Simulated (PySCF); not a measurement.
# H3O+ (oxonium) at FCI/6-31G

What is the vertical ionisation energy of H3O+ (oxonium) at FCI/6-31G? 

The calculation is run with PySCF 2.14.0.

5 further runs of the same task are left out: 5 set aside as unsound or not needed.

**1. The system as given**

H3O+: 4 atoms, total charge +1, spin state singlet. SMILES: `[OH3+]`. Geometry: relaxed at GFN2-xTB.

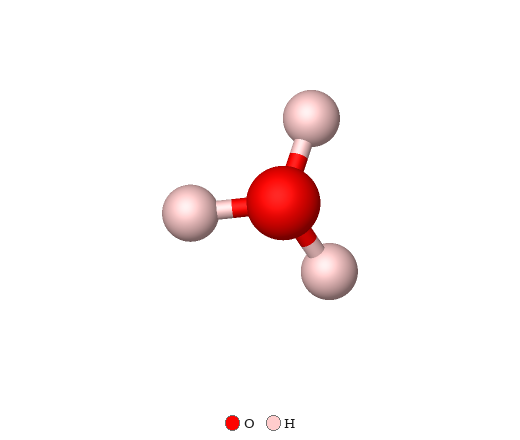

Viewed from a chosen angle; oxygen red, hydrogen pink.

**2. A single-point energy at FCI/6-31G**

calc.py reads:

```python
# [OH3+]
from pyscf import gto, mcscf
from pyscf import fci

system = gto.M(
    atom=[
    ('O', (0.196050, -0.061020, -0.056900)),
    ('H', (0.214230, 0.919440, 0.016470)),
    ('H', (-0.413410, -0.366620, -0.765680)),
    ('H', (0.003130, -0.491800, 0.806120)),
],
    max_memory=1860,
    verbose=4,
    spin=0,
    basis='6-31g',
    charge=1,
)

mf = system.RHF()
mf.conv_tol = 1e-10
mf.kernel()
if not mf.converged:
    mf = mf.newton().run(mf.mo_coeff, mf.mo_occ)

cas = mcscf.CASCI(mf, mf.mo_coeff.shape[-1] - 1, (system.nelec[0] - 1, system.nelec[1] - 1))  # full CI above the frozen core
cas.fcisolver = fci.direct_spin0.FCI(system)  # even spin states alone
cas.kernel()
print('<S^2> = %.4f' % cas.fcisolver.spin_square(cas.ci, cas.ncas, cas.nelecas)[0])
e_final = cas.e_tot
print('Final energy', e_final)
```

On the command line:

```
$ OMP_NUM_THREADS=1 python calc.py
```

Standard output:

```text
PySCF version 2.14.0

[INPUT] num. atoms = 4
[INPUT] num. electrons = 10
[INPUT] charge = 1
[INPUT] spin (= nelec alpha-beta = 2S) = 0
[INPUT] symmetry False subgroup None
[INPUT] Mole.unit = angstrom
[INPUT] Symbol           X                Y                Z      unit          X                Y                Z       unit  Magmom
[INPUT]  1 O      0.196050000000  -0.061020000000  -0.056900000000 AA    0.370480806721  -0.115311088121  -0.107525416488 Bohr   0.0
[INPUT]  2 H      0.214230000000   0.919440000000   0.016470000000 AA    0.404836027666   1.737489787970   0.031123789272 Bohr   0.0
[INPUT]  3 H     -0.413410000000  -0.366620000000  -0.765680000000 AA   -0.781231677156  -0.692811391788  -1.446925499057 Bohr   0.0
[INPUT]  4 H      0.003130000000  -0.491800000000   0.806120000000 AA    0.005914842770  -0.929367308061   1.523346023534 Bohr   0.0

nuclear repulsion = 13.8867713341992
number of shells = 11
number of NR pGTOs = 34
number of NR cGTOs = 15
basis = 6-31g
ecp = {}

******** <class 'pyscf.scf.hf.RHF'> ********
method = RHF
initial guess = minao
damping factor = 0
level_shift factor = 0
DIIS = <class 'pyscf.scf.diis.CDIIS'>
diis_start_cycle = 1
diis_space = 8
diis_damp = 0
SCF conv_tol = 1e-10
SCF conv_tol_grad = None
SCF max_cycles = 50
direct_scf = True
direct_scf_tol = 1e-13
Set gradient conv threshold to 1e-05
Initial guess from minao.
init E= -76.576615689747
  HOMO = -0.539484378184836  LUMO = 0.0685289812099077  gap/eV = 16.54489
cycle= 1 E= -76.2470418551266  delta_E= 0.33  |g|= 0.247  |ddm|= 1.32
  HOMO = -0.96795715974731  LUMO = -0.133701512266688  gap/eV = 22.70125
cycle= 2 E= -76.265836913704  delta_E= -0.0188  |g|= 0.0594  |ddm|= 0.296
  HOMO = -0.937658016435609  LUMO = -0.119245088376833  gap/eV = 22.27015
cycle= 3 E= -76.266619934343  delta_E= -0.000783  |g|= 0.0282  |ddm|= 0.0647
  HOMO = -0.94867300244502  LUMO = -0.120970267328629  gap/eV = 22.52294
cycle= 4 E= -76.2667669141946  delta_E= -0.000147  |g|= 0.00265  |ddm|= 0.0162
  HOMO = -0.949220272366497  LUMO = -0.121093651597  gap/eV = 22.53447
cycle= 5 E= -76.2667715025102  delta_E= -4.59e-06  |g|= 0.000702  |ddm|= 0.00425
  HOMO = -0.949388798244018  LUMO = -0.121111077920286  gap/eV = 22.53858
cycle= 6 E= -76.2667718660462  delta_E= -3.64e-07  |g|= 5.45e-05  |ddm|= 0.00157
  HOMO = -0.949392757498191  LUMO = -0.121110957573461  gap/eV = 22.53870
cycle= 7 E= -76.2667718675686  delta_E= -1.52e-09  |g|= 7.39e-06  |ddm|= 0.000115
  HOMO = -0.949389503473133  LUMO = -0.121109750891854  gap/eV = 22.53864
cycle= 8 E= -76.2667718675867  delta_E= -1.81e-11  |g|= 8.24e-07  |ddm|= 9.41e-06
  HOMO = -0.949389753911479  LUMO = -0.121109897827715  gap/eV = 22.53864
Extra cycle  E= -76.266771867587  delta_E= -2.84e-13  |g|= 4.17e-07  |ddm|= 9.79e-07
converged SCF energy = -76.266771867587

******** <class 'pyscf.mcscf.casci.CASCI'> ********
CAS (4e+4e, 14o), ncore = 1, nvir = 0
natorb = False
canonicalization = True
sorting_mo_energy = False
******** <class 'pyscf.fci.direct_spin0.FCISolver'> ********
max. cycles = 100
conv_tol = 1e-10
davidson only = False
linear dependence = 1e-14
level shift = 0.001
max iter space = 12
nroots = 1
pspace_size = 400
spin = None
Density matrix diagonal elements [1.98533955 1.9713585  1.97134776 1.98029506 0.01033385 0.01260416
 0.01259378 0.00437993 0.00437827 0.01486024 0.00816089 0.01020071
 0.01020128 0.00394604]
CASCI converged
CASCI E = -76.4062836125597  E(CI) = -27.9639475203244  S^2 = 0.0000000
<S^2> = 0.0000
Final energy -76.40628361255969
```

Wall time 16 s (1 thread of Arm Neoverse V2, shared host); peak memory 0.34 GiB.

**3. Doublet [H3O]2+, same level**

job.py reads:

```python
from pyscf import gto, scf, mcscf

mol = gto.M(
    atom='''
O      0.196050    -0.061020    -0.056900
H      0.214230     0.919440     0.016470
H     -0.413410    -0.366620    -0.765680
H      0.003130    -0.491800     0.806120
''',
    max_memory=1860,
    spin=1,
    verbose=3,
    charge=2,
    basis='6-31g',
)

mf = scf.ROHF(mol)
mf.conv_tol = 1e-10
mf.kernel()
if not mf.converged:
    mf = mf.newton().run(mf.mo_coeff, mf.mo_occ)

cas = mcscf.CASCI(mf, mf.mo_coeff.shape[-1] - 1, (mol.nelec[0] - 1, mol.nelec[1] - 1))  # full CI above the frozen core
cas.fix_spin_(ss=0.75)
cas.kernel()
etot = cas.e_tot
print('E = %.10f Eh' % etot)
```

On the command line:

```
$ OMP_NUM_THREADS=1 python job.py
```

Standard output:

```text
converged SCF energy = -75.4153160535982
CASCI E = -75.5215708022671  E(CI) = -27.0790532604263  S^2 = 0.7500000
E = -75.5215708023 Eh
```

It took 8.7 s on 1 thread of Arm Neoverse V2, shared host; peak memory 0.18 GiB.

**4. Results**

Level: FCI/6-31G, 1 core orbital frozen.

```
                                                   quantity         value
                                 singlet H3O+: total energy  -76.40628 Eh
          singlet H3O+: HOMO energy (Hartree–Fock orbitals)     -25.83 eV
          singlet H3O+: LUMO energy (Hartree–Fock orbitals)      -3.30 eV
        singlet H3O+: HOMO–LUMO gap (Hartree–Fock orbitals)      22.54 eV
   singlet H3O+: correlation energy (1 core orbital frozen)    -139.5 mEh
                              doublet [H3O]2+: total energy  -75.52157 Eh
doublet [H3O]2+: correlation energy (1 core orbital frozen)    -106.3 mEh
       vertical ionisation energy (to the doublet dication)     24.074 eV
```

What this shows: Removing an electron at fixed nuclei costs 24.07 eV (555 kcal/mol). Mulliken charges (doublet [H3O]2+) of the mean-field density run from -0.09 on O1 to +0.70 on H4; they depend strongly on the basis.
